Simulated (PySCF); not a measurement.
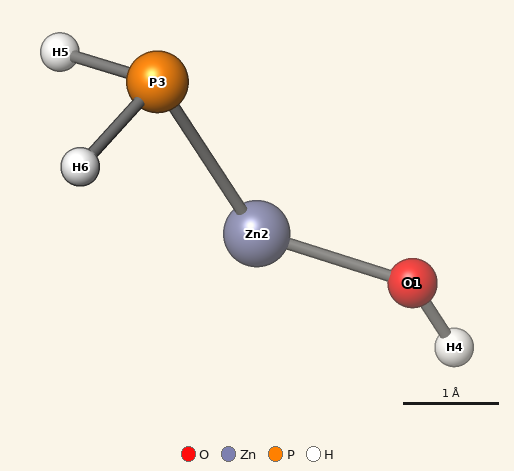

Figure 1. The input geometry (ball-and-stick view, seen at a tilt; atoms are numbered from 1 in the order of the input). Sticks mark near contacts. Bond lengths as drawn: H–O 0.96 Å, H–P 1.38 to 1.40 Å, O–Zn 1.73 Å and P–Zn 2.31 Å.

ZnPH₃O: geometry relaxation

System: ZnPH₃O, SMILES [OH][Zn][PH2].
Method: PBE0-D3(BJ)/def2-SVP geometry optimisation, gas phase (PySCF 2.14.0).

**Output**
```
step   0  E = -2196.89770242  max force = 0.020425
step   1  E = -2196.90540419  max force = 0.011016
step   2  E = -2196.90828898  max force = 0.007727
step   3  E = -2196.91280571  max force = 0.005515
step   4  E = -2196.91336257  max force = 0.003083
step   5  E = -2196.91344874  max force = 0.000563
step   6  E = -2196.91345206  max force = 0.000218
optimisation converged
```

**Trajectory as extended XYZ (Å, eV, eV/Å), 7 frames, from step=0 to step=6**
```
6
Properties=species:S:1:pos:R:3:forces:R:3 step=0 energy=-59780.63143
O     0.6855    0.3813   -2.0379    0.3623   0.2576  -1.0128
Zn    0.2181   -0.3425   -0.5358   -0.5440   0.4260   1.0503
P    -0.8097    0.4335    1.3870    0.1956   0.6519  -0.7717
H     1.1357    0.0790   -2.8256    0.0489  -0.2182   0.0297
H    -1.4616   -0.7278    1.7401   -0.6779  -1.0383   0.2771
H     0.2529    0.1444    2.2492    0.6152  -0.0790   0.4275
6
Properties=species:S:1:pos:R:3:forces:R:3 step=1 energy=-59780.84100
O     0.7103    0.4097   -2.1198   -0.0153  -0.0347   0.0331
Zn    0.1744   -0.1754   -0.5322   -0.1403   0.5665   0.0186
P    -0.8348    0.4302    1.4483    0.1177   0.0316  -0.2195
H     1.1667   -0.0190   -2.8440    0.0209  -0.2382   0.1113
H    -1.4715   -0.7982    1.7433   -0.1681  -0.3114  -0.0091
H     0.2759    0.1205    2.2814    0.1850  -0.0137   0.0656
6
Properties=species:S:1:pos:R:3:forces:R:3 step=2 energy=-59780.91950
O     0.7123    0.4254   -2.1265    0.0413   0.0015  -0.1275
Zn    0.1476   -0.0741   -0.5273   -0.1196   0.3973   0.0659
P    -0.8436    0.4338    1.4664    0.0410  -0.1726   0.0196
H     1.1648   -0.0911   -2.7945    0.0120  -0.1796   0.0971
H    -1.4592   -0.8364    1.6936    0.0100  -0.0348  -0.0357
H     0.2991    0.1104    2.2652    0.0154  -0.0118  -0.0193
6
Properties=species:S:1:pos:R:3:forces:R:3 step=3 energy=-59781.04241
O     0.7118    0.4538   -2.1458    0.1190  -0.0072  -0.2810
Zn    0.0672    0.2294   -0.5205   -0.0360   0.0737   0.0482
P    -0.8651    0.4274    1.5146   -0.0900  -0.2148   0.2836
H     1.1318   -0.2878   -2.5885    0.0081  -0.0326   0.0092
H    -1.3744   -0.9217    1.5242    0.1044   0.1853  -0.0046
H     0.3498    0.0669    2.1929   -0.1054  -0.0044  -0.0554
6
Properties=species:S:1:pos:R:3:forces:R:3 step=4 energy=-59781.05756
O     0.7182    0.4515   -2.1566    0.0517  -0.0056  -0.1299
Zn    0.0441    0.3216   -0.5240    0.0001   0.0132   0.0132
P    -0.8761    0.4227    1.5343   -0.0638  -0.0992   0.1585
H     1.1200   -0.3442   -2.5170    0.0098  -0.0050  -0.0133
H    -1.3406   -0.9365    1.4689    0.0524   0.1017   0.0009
H     0.3553    0.0530    2.1713   -0.0503  -0.0051  -0.0295
6
Properties=species:S:1:pos:R:3:forces:R:3 step=5 energy=-59781.05991
O     0.7214    0.4503   -2.1636    0.0023  -0.0078  -0.0168
Zn    0.0379    0.3461   -0.5263    0.0129  -0.0012  -0.0012
P    -0.8828    0.4201    1.5463   -0.0188  -0.0081   0.0289
H     1.1213   -0.3559   -2.5034    0.0013   0.0079  -0.0030
H    -1.3294   -0.9389    1.4560    0.0063   0.0135  -0.0024
H     0.3526    0.0462    2.1679   -0.0039  -0.0043  -0.0056
6
Properties=species:S:1:pos:R:3:forces:R:3 step=6 energy=-59781.06000
O     0.7209    0.4508   -2.1647   -0.0069  -0.0034   0.0016
Zn    0.0376    0.3453   -0.5264    0.0112   0.0019   0.0001
P    -0.8841    0.4195    1.5485   -0.0060   0.0028   0.0021
H     1.1244   -0.3532   -2.5053    0.0014   0.0035  -0.0004
H    -1.3294   -0.9390    1.4566   -0.0013  -0.0009  -0.0023
H     0.3517    0.0446    2.1681    0.0016  -0.0039  -0.0011
```

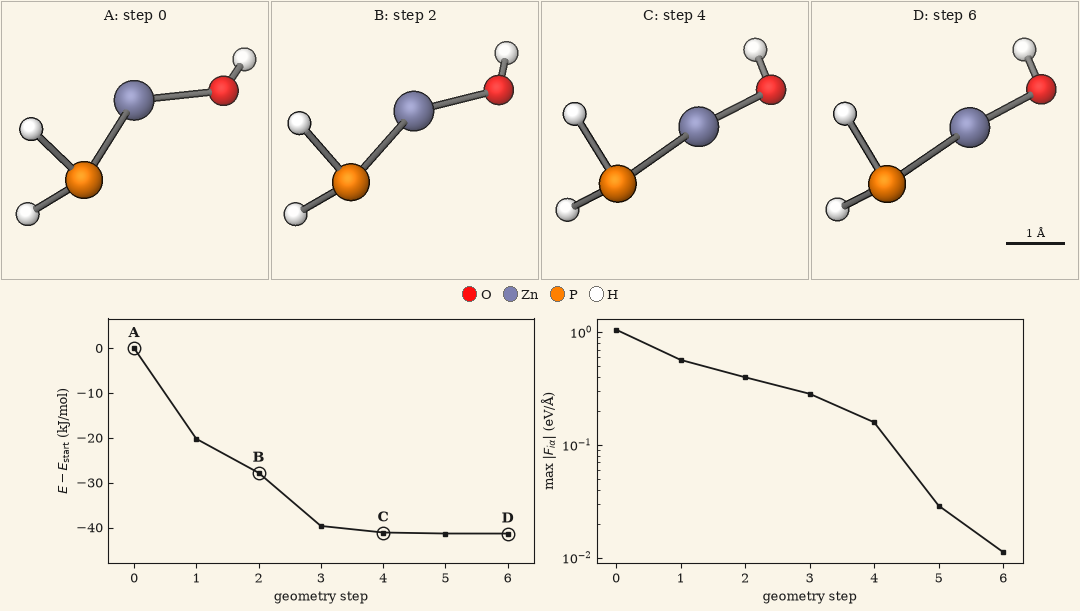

Figure 2. Frames of the relaxation (ball-and-stick view, seen at a tilt) above the curves, on which the letters mark them (steps are counted from 0).

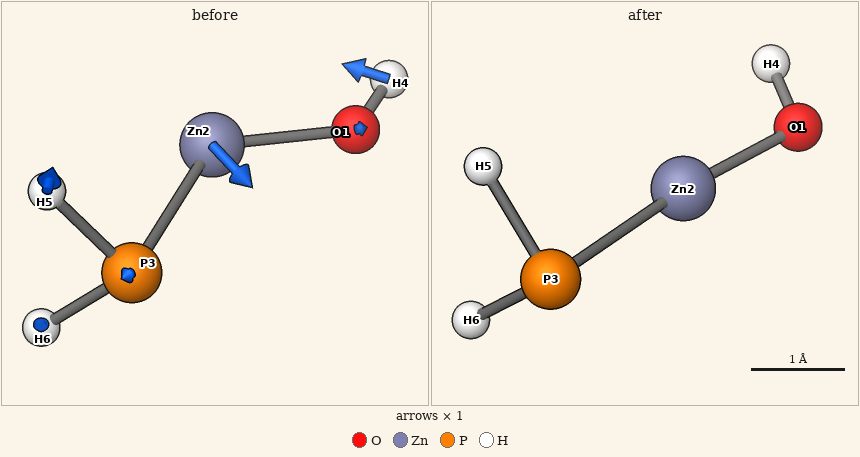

Figure 3. Before (left) and after (right) the relaxation, at one scale (ball-and-stick view, seen at a tilt). The blue arrows give the displacements, at true length. The energy falls by 41.4 kJ/mol in 6 geometry steps. Largest force component: 1.1 eV/Å at the start, 0.011 eV/Å at the end. Zn2 moves most after the best rigid fit: 0.71 Å. Largest moves by element: Zn 0.71 Å, H 0.55 Å, P 0.18 Å, O 0.15 Å. Among the contacts that change: P3–H5 1.378 → 1.433 Å, O1–Zn2 1.732 → 1.778 Å, Zn2–P3 2.314 → 2.272 Å, P3–H6 1.399 → 1.432 Å. Among the angles that change: O1–Zn2–P3 134.5° → 174.6°, Zn2–O1–H4 135.2° → 116.0°, Zn2–P3–H5 98.1° → 92.1°. (Atoms are counted from 1 in the order of the input.)

This output came from the following input.

**Input file**
```
{"job": {"xc": "PBE0", "basis": "def2-SVP", "d3": "d3bj", "grid": 2, "kind": "geom", "shake": 0.01}, "charge": 0, "multiplicity": 1}
O      0.685550     0.381341    -2.037948
Zn     0.218104    -0.342468    -0.535781
P     -0.809672     0.433514     1.387026
H      1.135704     0.079011    -2.825589
H     -1.461573    -0.727763     1.740057
H      0.252928     0.144359     2.249145
```

The first line tells a small driver script what to run in PySCF; the rest is the geometry in Å.

Run as:
```bash
OMP_NUM_THREADS=1 python <driver script> task.json out
```

**Summary**

```csv
quantity,value
outcome,converged
total energy,−2196.913452 hartree
dipole moment,2.13 D
point group,C1
hardware,"1 CPU thread, shared host"
wall time,30 s
peak memory,0.39 GiB
```
